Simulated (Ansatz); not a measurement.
# Stretching the linear Tc chain

Aim: how do moment and conductance of the linear Tc chain follow its length?

Program: Ansatz 0.2.0. Level of theory: DFT LDA, plane waves, PAW; relaxation of a chain's period, in the first sound run; inputs show where later runs differ. Results are calculated unless marked as measured.

### Step 1. The structure

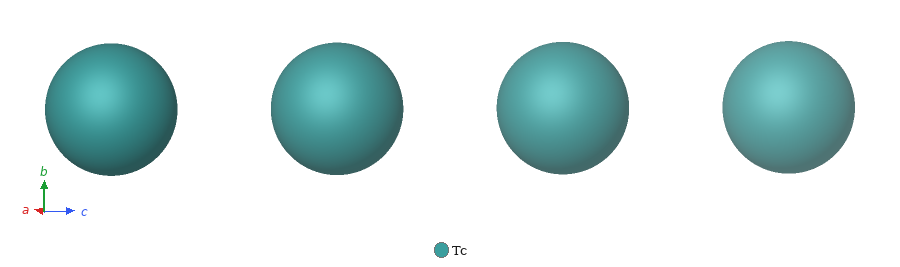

The starting structure, seen from the side, with the c axis across the page (technetium teal). 1×1×3 cells are drawn. Some periodic images of atoms are drawn too.

The cell holds 1 atom: 1 Tc. Its edges and angles: a = 7.500 Å, b = 7.500 Å, c = 2.734 Å, α = 90.0°, β = 90.0°, γ = 90.0°. Vacuum lies along a and b. The structure's axis is c.

### Step 2. The relaxed wire

Band widths follow the bond lengths, so the chain is relaxed first. The atoms and the third cell vector are free; the box across stays fixed as vacuum. Moments are seeded so that a magnetic state can form if it lies lower. A Fermi-Dirac smearing is set since the result may be a metal. The pressure printed is a third of the stress's trace over the whole box, vacuum included; only the stress along the axis is relaxed.

input.yaml reads:

```yaml
crystal:
  lattice:
    - [7.5, 0.0, 0.0]
    - [0.0, 7.5, 0.0]
    - [0.0, 0.0, 2.7342]
  atoms:
    - { symbol: Tc, position: [0.5, 0.5, 0.0], spin: 2.0 }
magnetization:
  spin_polarized: true
kpoints:
  mp_grid: { grid: [1, 1, 30] }
scf:
  occupations: { method: fermi_dirac, width: 0.05 }
hamiltonian:
  xc: lda
relax:
  cell: { fix: [a, b, alpha, beta, gamma] }
  max_steps: 60
```

Command:

```bash
ansatz run input.yaml --threads 4 --pin off --max-ram 8192MiB --backend cpu --events-out ev --progress --plain --runs-dir out
```

Numbers of over 12 decimals in the logs are rounded to 6 here.

The log of the run:

```text
Engine: ansatz 0.2.0, aarch64-unknown-linux-gnu
Pseudopotentials: kind: paw
Pseudopotential: Tc, paw, valence charge 15, recommended cutoff 500 eV (normal), Tc.paw.azcp
Functional definition: SPW92
  exchange = slater_x
  correlation = pw_c
Crystal: 1 atoms, lattice volume = 153.799 Å³
Basis set: ecut = 500 eV, 3865 PW (Γ)
Bands: 13, of which v1, the nominal top of the filled ones, is band 8 counted from 1 (7 counted from 0)
Symmetry: 16 space group operations
Space group: P4/mmm (ITA 123), of the structure as read, at distance tolerance 5.4e-5 Å
Magnetic group: BNS 123.339 (UNI 999), of the structure as read, at distance tolerance 5.4e-5 Å
k-points: 16 of 30
Non-local potential: Tc, projectors of the file, l = 0: 3, l = 1: 3, l = 2: 2, l = 3: 2
PAW form: soft (Blöchl's): semilocal exchange-correlation on the pseudo side does not see the compensation charge
PAW frozen core: Tc, regenerated for the run's functional, and the local potential with it (the file was generated under x = pbe(κ = 0.804, μ = 0.219515), c = pbe(β = 0.066725))
PAW one-centre angular grid: Tc, 590 points (default); XC on 64 Gauss nodes
Initial density: superposition of atomic densities (neutral atoms: chi_scale 0, normalization atom)
Starting moments: Σ|m| = 2 μB on 1 of 1 site
Initial wavefunctions: pseudopotential atomic-orbital guess
Functional: x = slater, c = lda
SCF iter   1: F=—  HF=-5274.756313 eV  |F-HF|=—  |Δ(HF+E_count)|=         —  Δρ=1.88e-2 (↑1.70e-2 ↓1.88e-2)  dr2=1.33e0  dr2_m=3.21e-1  M=2.467 μB ∫|m|=2.467 μB  β_m=0.30  ethr=3.10e-3  ⟨swp⟩=5.6  Hψ=2246  notcnv=0
Mixer restart at iter 1: flushing history
preconditioner: auto → LDOS  [metal: Δε(μ)=0.034 eV  Ē_g=4.700 eV  σ=0.050 eV  W_gap=0.17  n_scr=12 (ndim 8)  ℏωp=7.9 eV  f_vac=0.616  D(μ)=4.59/eV (n_scr^D=22)]
spin=Collinear: LDOS preconditioning applied to the charge; magnetization (m = ρ↑ − ρ↓) channel mixes plain (no charge-response kernel on spin).
SCF iter   2: F=—  HF=-5274.785855 eV  |F-HF|=—  |Δ(HF+E_count)|=   2.95e-2  Δρ=1.27e-2 (↑1.23e-2 ↓1.27e-2)  dr2=6.57e-1  dr2_m=1.60e-1  M=2.577 μB ∫|m|=2.577 μB  β_m=0.62  ethr=3.10e-3  ⟨swp⟩=2.1  Hψ=785  notcnv=0
SCF iter   3: F=—  HF=-5274.834073 eV  |F-HF|=—  |Δ(HF+E_count)|=   4.82e-2  Δρ=3.83e-3 (↑3.64e-3 ↓3.83e-3)  dr2=5.11e-2  dr2_m=1.28e-2  M=2.913 μB ∫|m|=2.913 μB  β_m=0.81  ethr=3.10e-3  ⟨swp⟩=2.4  Hψ=744  notcnv=0  defer=2
SCF iter   4: F=—  HF=-5274.896071 eV  |F-HF|=—  |Δ(HF+E_count)|=         —  Δρ=6.80e-3 (↑6.80e-3 ↓5.74e-3)  dr2=4.48e-3  dr2_m=5.42e-2  M=3.469 μB ∫|m|=3.469 μB  β_m=0.81  ethr=3.41e-4  ⟨swp⟩=3.0  Hψ=969  notcnv=0  defer=3
Mixer restart at iter 4: flushing history
SCF iter   5: F=—  HF=-5274.894411 eV  |F-HF|=—  |Δ(HF+E_count)|=   1.66e-3  Δρ=2.48e-3 (↑2.48e-3 ↓1.97e-3)  dr2=1.57e-3  dr2_m=6.91e-3  M=3.563 μB ∫|m|=3.563 μB  β_m=0.90  ethr=2.99e-5  ⟨swp⟩=2.5  Hψ=682  notcnv=0  defer=4
SCF iter   6: F=—  HF=-5274.895002 eV  |F-HF|=—  |Δ(HF+E_count)|=   5.91e-4  Δρ=2.13e-4 (↑1.86e-4 ↓2.13e-4)  dr2=1.42e-4  dr2_m=4.55e-5  M=3.601 μB ∫|m|=3.601 μB  β_m=0.95  ethr=1.05e-5  ⟨swp⟩=2.9  Hψ=703  notcnv=0  defer=4
SCF iter   7: F=—  HF=-5274.894979 eV  |F-HF|=—  |Δ(HF+E_count)|=   2.32e-5  Δρ=5.72e-5 (↑5.72e-5 ↓3.34e-5)  dr2=1.05e-5  dr2_m=2.03e-6  M=3.599 μB ∫|m|=3.599 μB  β_m=0.98  ethr=9.47e-7  ⟨swp⟩=1.5  Hψ=476  notcnv=0  defer=4
SCF iter   8: F=—  HF=-5274.894979 eV  |F-HF|=—  |Δ(HF+E_count)|=   1.73e-7  Δρ=1.86e-5 (↑1.86e-5 ↓7.36e-6)  dr2=9.41e-7  dr2_m=1.04e-7  M=3.599 μB ∫|m|=3.599 μB  β_m=0.93  ethr=6.98e-8  ⟨swp⟩=2.3  Hψ=632  notcnv=0  defer=4
SCF iter   9: F=—  HF=-5274.894979 eV  |F-HF|=—  |Δ(HF+E_count)|=   2.35e-7  Δρ=6.16e-6 (↑6.16e-6 ↓4.38e-6)  dr2=4.29e-8  dr2_m=2.77e-8  M=3.599 μB ∫|m|=3.599 μB  β_m=0.91  ethr=6.28e-9  ⟨swp⟩=2.9  Hψ=691  notcnv=0  defer=4
SCF iter  10: F=-5274.894979 eV  HF=-5274.894979 eV  |F-HF|=7.79e-10  |Δ(HF+E_count)|=  4.16e-10  Δρ=1.34e-6 (↑1.34e-6 ↓9.62e-7)  dr2=3.09e-9  dr2_m=1.33e-9  M=3.599 μB ∫|m|=3.599 μB  ethr=2.86e-10  ⟨swp⟩=2.0  Hψ=1409  notcnv=0
SCF 1 converged in 10 iterations: F = -5274.894979 eV  dr2 = 3.09e-9
  greatest PAW one-centre occupation: 0.991 electrons in one spin orbital (limit 2), on the Tc atom at site 0 (counted from 0), in its partial waves of l = 0
relax step   1: F+E_penalty+E_count = -5274.89497855 eV  Δ(F+E_penalty+E_count) = +0.000e0 eV  max|allowed force component| = 0.000e0 eV/Å  Δτ_max = 0.0000 Å  P = -2.167 GPa  Ω = 153.799 Å³  fix = [a, b, alpha, beta, gamma]  reactions: a -0.197, b -0.197 GPa  (10 SCF iters, dr2 threshold 1.00e-7 eV, accepted)
Crystal: 1 atoms, lattice volume = 146.301 Å³
Basis set: ecut = 500 eV, 3745 PW (Γ)
Initial density: handed on by an earlier stage of this run
Starting moments: Σ|m| = 2 μB on 1 of 1 site; this step starts from the density that it was given
Initial wavefunctions: those handed on with the density
iter 1 solved again at ethr=9.83e-5 eV; its pass at ethr=3.10e-3 eV (dr2=1.47e-2 eV) is discarded
SCF iter   1: F=—  HF=-5275.225315 eV  |F-HF|=—  |Δ(HF+E_count)|=         —  Δρ=8.63e-3 (↑8.63e-3 ↓6.84e-3)  dr2=1.57e-2  dr2_m=7.64e-2  M=3.041 μB ∫|m|=3.042 μB  β_m=0.30  ethr=9.83e-5  ⟨swp⟩=1.0  Hψ=2942  notcnv=0
preconditioner: auto → LDOS  [metal: Δε(μ)=0.036 eV  Ē_g=4.921 eV  σ=0.050 eV  W_gap=0.18  n_scr=12 (ndim 8)  ℏωp=8.1 eV  f_vac=0.651  D(μ)=2.81/eV (n_scr^D=12)]
spin=Collinear: LDOS preconditioning applied to the charge; magnetization (m = ρ↑ − ρ↓) channel mixes plain (no charge-response kernel on spin).
SCF iter   2: F=—  HF=-5275.216400 eV  |F-HF|=—  |Δ(HF+E_count)|=   8.92e-3  Δρ=6.58e-3 (↑6.58e-3 ↓5.33e-3)  dr2=7.74e-3  dr2_m=4.55e-2  M=2.989 μB ∫|m|=2.990 μB  β_m=0.65  ethr=9.83e-5  ⟨swp⟩=1.0  Hψ=416  notcnv=0
SCF iter   3: F=—  HF=-5275.212173 eV  |F-HF|=—  |Δ(HF+E_count)|=   4.23e-3  Δρ=8.33e-4 (↑8.33e-4 ↓7.98e-4)  dr2=3.64e-4  dr2_m=6.21e-4  M=2.810 μB ∫|m|=2.811 μB  β_m=0.82  ethr=5.16e-5  ⟨swp⟩=2.2  Hψ=756  notcnv=0
SCF iter   4: F=—  HF=-5275.213283 eV  |F-HF|=—  |Δ(HF+E_count)|=   1.11e-3  Δρ=2.20e-4 (↑2.17e-4 ↓2.20e-4)  dr2=1.32e-5  dr2_m=5.79e-5  M=2.775 μB ∫|m|=2.775 μB  β_m=0.88  ethr=2.43e-6  ⟨swp⟩=2.2  Hψ=648  notcnv=0
SCF iter   5: F=—  HF=-5275.213352 eV  |F-HF|=—  |Δ(HF+E_count)|=   6.92e-5  Δρ=7.44e-5 (↑4.92e-5 ↓7.44e-5)  dr2=8.46e-6  dr2_m=3.03e-6  M=2.763 μB ∫|m|=2.764 μB  β_m=0.88  ethr=8.82e-8  ⟨swp⟩=2.0  Hψ=662  notcnv=0
SCF iter   6: F=—  HF=-5275.213354 eV  |F-HF|=—  |Δ(HF+E_count)|=   2.02e-6  Δρ=1.93e-5 (↑1.63e-5 ↓1.93e-5)  dr2=9.08e-7  dr2_m=1.16e-7  M=2.761 μB ∫|m|=2.762 μB  β_m=0.94  ethr=5.64e-8  ⟨swp⟩=2.3  Hψ=652  notcnv=0
[...]
relax step   4: F+E_penalty+E_count = -5275.98060115 eV  Δ(F+E_penalty+E_count) = -3.984e-1 eV  max|allowed force component| = 0.000e0 eV/Å  Δτ_max = 0.0000 Å  P = -3.272 GPa  Ω = 131.306 Å³  energy of the carried Pulay correction = +1.251e-3 eV  fix = [a, b, alpha, beta, gamma]  reactions: a -0.227, b -0.227 GPa  (15 SCF iters, dr2 threshold 1.00e-7 eV, accepted)
[...]
relax step   5: F+E_penalty+E_count = -5276.31892866 eV  Δ(F+E_penalty+E_count) = -3.383e-1 eV  max|allowed force component| = 0.000e0 eV/Å  Δτ_max = 0.0000 Å  P = -1.630 GPa  Ω = 123.808 Å³  energy of the carried Pulay correction = +1.701e-3 eV  fix = [a, b, alpha, beta, gamma]  reactions: a -0.235, b -0.235 GPa  (8 SCF iters, dr2 threshold 1.00e-7 eV, accepted)
[...]
relax step   6: F+E_penalty+E_count = -5276.34175640 eV  Δ(F+E_penalty+E_count) = -2.283e-2 eV  max|allowed force component| = 0.000e0 eV/Å  Δτ_max = 0.0000 Å  P = +1.178 GPa  Ω = 117.105 Å³  energy of the carried Pulay correction = +2.121e-3 eV  fix = [a, b, alpha, beta, gamma]  reactions: a -0.238, b -0.238 GPa  (8 SCF iters, dr2 threshold 1.00e-7 eV, accepted)
[...]
relax step   7: F+E_penalty+E_count = -5276.37567134 eV  Δ(F+E_penalty+E_count) = -3.391e-2 eV  max|allowed force component| = 0.000e0 eV/Å  Δτ_max = 0.0000 Å  P = -0.131 GPa  Ω = 119.849 Å³  energy of the carried Pulay correction = +1.947e-3 eV  fix = [a, b, alpha, beta, gamma]  reactions: a -0.239, b -0.239 GPa  (8 SCF iters, dr2 threshold 1.00e-7 eV, accepted)
[...]
relax step   8: F+E_penalty+E_count = -5276.37568439 eV  Δ(F+E_penalty+E_count) = -1.306e-5 eV  max|allowed force component| = 0.000e0 eV/Å  Δτ_max = 0.0000 Å  P = -0.158 GPa  Ω = 119.911 Å³  energy of the carried Pulay correction = +1.943e-3 eV  fix = [a, b, alpha, beta, gamma]  reactions: a -0.239, b -0.239 GPa  (6 SCF iters, dr2 threshold 1.78e-8 eV, accepted)
Initial wavefunctions: pseudopotential atomic-orbital guess (no wavefunctions were taken with the density)
iter 1 solved again at ethr=1.74e-7 eV; its pass at ethr=3.10e-3 eV (dr2=2.61e-5 eV) is discarded
SCF iter   1: F=—  HF=-5276.375270 eV  |F-HF|=—  |Δ(HF+E_count)|=         —  Δρ=6.14e-5 (↑6.14e-5 ↓6.14e-5)  dr2=1.88e-6  dr2_m=5.73e-13  M=-0.000 μB ∫|m|=0.000 μB  β_m=0.65  ethr=1.74e-7  ⟨swp⟩=3.8  Hψ=3654  notcnv=0
preconditioner: auto → Resta (q_TF=auto, 1.929 Å⁻¹)  ε∞=2.8  [insulator: Δε(μ)=0.237 eV  Ē_g=6.624 eV  σ=0.050 eV  W_gap=0.76  n_scr=20 (ndim 8)  ℏωp=9.0 eV  f_vac=0.660  D(μ)=1.41/eV (n_scr^D=8)  ε∞_Penn≈2.8  vacuum switching on, ρ_ref=3.2e-3 e/Å³]
spin=Collinear: Resta preconditioning applied to the charge; magnetization (m = ρ↑ − ρ↓) channel mixes plain (no charge-response kernel on spin).
SCF iter   2: F=—  HF=-5276.375270 eV  |F-HF|=—  |Δ(HF+E_count)|=   8.10e-9  Δρ=2.22e-5 (↑2.22e-5 ↓2.22e-5)  dr2=2.45e-7  dr2_m=1.71e-13  M=-0.000 μB ∫|m|=0.000 μB  β_m=0.52  ethr=1.25e-8  ⟨swp⟩=2.1  Hψ=542  notcnv=0
SCF iter   3: F=—  HF=-5276.375271 eV  |F-HF|=—  |Δ(HF+E_count)|=   7.15e-7  Δρ=1.12e-5 (↑1.12e-5 ↓1.12e-5)  dr2=7.90e-8  dr2_m=6.60e-14  M=-0.000 μB ∫|m|=0.000 μB  β_m=0.76  ethr=1.64e-9  ⟨swp⟩=2.4  Hψ=559  notcnv=0
SCF iter   4: F=—  HF=-5276.375272 eV  |F-HF|=—  |Δ(HF+E_count)|=   5.05e-7  Δρ=1.77e-6 (↑1.77e-6 ↓1.77e-6)  dr2=2.14e-8  dr2_m=2.06e-14  M=-0.000 μB ∫|m|=0.000 μB  β_m=0.88  ethr=5.27e-10  ⟨swp⟩=2.6  Hψ=586  notcnv=0
SCF iter   5: F=—  HF=-5276.375272 eV  |F-HF|=—  |Δ(HF+E_count)|=   4.24e-8  Δρ=4.04e-7 (↑4.04e-7 ↓4.02e-7)  dr2=8.17e-10  dr2_m=1.88e-14  M=0.000 μB ∫|m|=0.000 μB  β_m=0.94  ethr=1.43e-10  ⟨swp⟩=2.2  Hψ=629  notcnv=0
SCF iter   6: F=—  HF=-5276.375272 eV  |F-HF|=—  |Δ(HF+E_count)|=   3.62e-9  Δρ=4.60e-8 (↑4.60e-8 ↓4.59e-8)  dr2=1.09e-11  dr2_m=9.57e-16  M=-0.000 μB ∫|m|=0.000 μB  β_m=0.97  ethr=5.45e-12  ⟨swp⟩=2.2  Hψ=635  notcnv=0
SCF iter   7: F=—  HF=-5276.375272 eV  |F-HF|=—  |Δ(HF+E_count)|=  4.18e-11  Δρ=9.59e-9 (↑9.59e-9 ↓9.36e-9)  dr2=1.10e-12  dr2_m=1.54e-16  M=-0.000 μB ∫|m|=0.000 μB  β_m=0.99  ethr=1.00e-12  ⟨swp⟩=1.6  Hψ=456  notcnv=0
SCF iter   8: F=-5276.375272 eV  HF=-5276.375272 eV  |F-HF|=4.55e-12  |Δ(HF+E_count)|=  2.73e-12  Δρ=9.44e-9 (↑9.44e-9 ↓9.38e-9)  dr2=6.85e-13  dr2_m=1.44e-18  M=-0.000 μB ∫|m|=0.000 μB  ethr=1.00e-12  ⟨swp⟩=4.0  Hψ=1429  notcnv=0
the starting moments were not kept: the SCF closed with an absolute magnetisation of 6.5e-10 μB, where they sum to 2 μB in size (1 site). That is at most 0.1 of that sum. Measured as dr2_m measures the in/out step, that magnetisation stands 2.2e-19 eV from none, at or under the dr2_threshold of 1.0e-11 eV: it is no larger than a step whose dr2_m would equal this threshold.
SCF 9 converged in 8 iterations: F = -5276.375272 eV  dr2 = 6.85e-13
relax step   9: F+E_penalty+E_count = -5276.37527165 eV  Δ(F+E_penalty+E_count) = +4.127e-4 eV  max|allowed force component| = 0.000e0 eV/Å  Δτ_max = 0.0000 Å  P = -0.163 GPa  Ω = 119.911 Å³  fix = [a, b, alpha, beta, gamma]  reactions: a -0.243, b -0.243 GPa  stress off target by 5.02e-3 GPa on what of the cell is left free  SCF on the basis re-selected at this cell (its energy is not comparable with the rows above)  (8 SCF iters)
basis re-selected at this cell: Δ(F+E_penalty+E_count) = +4.127e-4 eV, ΔP = -0.005 GPa vs the last step (what re-selecting the basis moved, of the pressure what is left beyond the Pulay correction that the steps carried, after the strain that the cell walked since its last selection, with what the two solves' SCF thresholds leave and, on support functions, any second-order correction that the steps lacked; it is no measure of the basis error at this ecutwfc). The dense FFT grid was sized anew with the basis: this SCF ran on 60×60×16 points, the steps before it on 60×60×20, so part of this shift can come from that change (see relax.cell in the input reference). [rest of the remark cut]
SCF converged after 8 iterations
Magnetization: -0.0000 μB (7.5000 up, 7.5000 down)
Absolute magnetization: 0.0000 μB (∫|ρ↑−ρ↓|, with the PAW one-centre terms)
Spin contamination: 0.0000 ħ² per cell (⟨S²⟩ above its minimum at these occupations)
Per-site moments (μB) at R_I (Å): [(-4.886750882598328e-10, 0.879351)]
Free energy (F): -5276.375272 eV
Harris-Foulkes:  -5276.375272 eV  (|F-HF|=4.55e-12)
Internal energy: -5276.363095 eV  (E = F + TS)
E sigma→0 (E₀):  -5276.369183 eV
Entropy (-TS):   -0.012177 eV (-12.177 meV/atom)
Fermi energy:    -1.819099 eV
--- Per-component energies (eV) ---
  E_band       = -406.816386
  E_kinetic    = 627.421062
  E_local      = -4173.879634  (includes V_loc(G=0)·N_el)
  E_nonlocal   = 294.142501
  E_hartree    = 1629.809366
  E_xc         = -234.095467
  E_vxc        = -289.402039  (∫ρ·V_xc dr)
  E_paw        = -3164.167095  (= ΣΔE_a)
  E_vpaw       = -124.716955  (= ΣTr[D̂ρ^β])
  E_aug_tail   = 0.000007  (compensation charges beyond the density's cutoff)
  E_ewald      = -256.105556
  E_core_change = 0.511721  (= ΣΔE_core)
  E_smearing   = -0.012177  (= −TS)
  E_closure    = -0.000000  (closes the sum)
  Σ components = -5276.375272   (vs F -5276.375272, Δ=0.00e0)
--- Forces (eV/Å), atoms counted from 1 ---
  atom   1  Tc     0.00000000    -0.00000000     0.00000000
  max |Σ_I F_I| component: 1.14e-28 eV/Å
--- Stress (GPa, compression-positive) ---
       -0.242699       0.000000       0.000000
        0.000000      -0.242699       0.000000
        0.000000       0.000000      -0.005022
  P = ⅓ Tr σ = -0.1635 GPa (-1.635 kbar)
--- Relaxed structure (8 steps of the walk, 8 accepted, 1 SCFs on fresh bases) ---
  F+E_penalty+E_count = -5276.37527165 eV   max|allowed force component| = 0.000e0 eV/Å   (the final SCF, on the basis selected at the relaxed cell)
  cell:  # Å, volume = 119.9114 Å³
    - [7.5, 0.0, 0.0]
    - [0.0, 7.5, 0.0]
    - [0.0, 0.0, 2.131759]
  atoms:
    - { symbol: Tc, position: [0.5, 0.5, 0.0] }
```

Run time: 14 s. Hardware: 4 threads of Arm Neoverse V1, shared host; peak memory 0.43 GiB.

The steps of the relaxation:

```
step  energy less that of the first step (eV)  largest force component (eV/Å)  pressure (GPa)  volume (Å³)
   1                                   0.0000                          0.0000           -2.17       153.80
   2                                  -0.3184                          0.0000           -2.76       146.30
   3                                  -0.6872                          0.0000           -2.69       138.80
   4                                  -1.0856                          0.0000           -3.27       131.31
   5                                  -1.4240                          0.0000           -1.63       123.81
   6                                  -1.4468                          0.0000            1.18       117.11
   7                                  -1.4807                          0.0000           -0.13       119.85
   8                                  -1.4807                          0.0000           -0.16       119.91
  9*                                  -1.4803                          0.0000           -0.16       119.91
```

Relaxation steps marked * repeat the geometry before them on a plane-wave basis chosen anew for their cell, so energy and pressure can jump there.

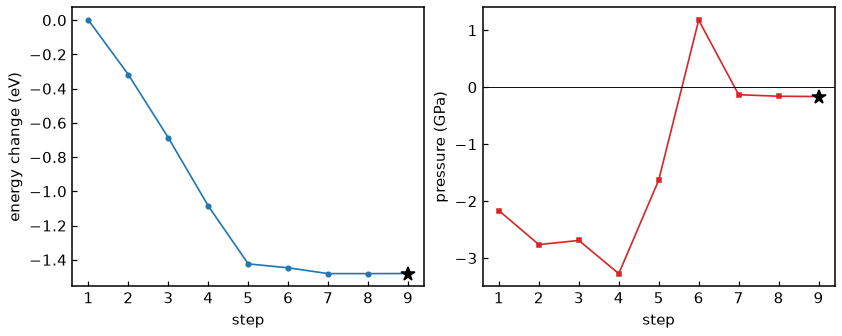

Energy and pressure along the relaxation. Stars mark steps on a basis chosen anew.

```
cell as run  before  after   change
      c (Å)   2.734  2.132  -22.0 %
```

The relaxed structure:

```
Tc
1.0
     7.50000    0.00000    0.00000
     0.00000    7.50000    0.00000
     0.00000    0.00000    2.13176
Tc
1
Direct
  0.50000 0.50000 0.00000
```

This step gave:

```yaml
energy_at_zero_smearing: -5276.3692 eV
cell_length_along_the_wire: 2.132 Å
```

The cell's length comes to 2.132 Å with no moment. That is -22 % against the start, more than a small adjustment.

The cell shrank by 22.0 % in its periodic edges.

(Continued in part 2 of 3.)

[Logs are printed without paths, hosts, clocks, repeated set-up lines and the standing remarks that a program may print on its own settings, such as how far it seeks lower states.]

[Hosts, paths, dates, database ids (printed as entryN), source tags and the programs' standing remarks are cut or masked in the printed files.]
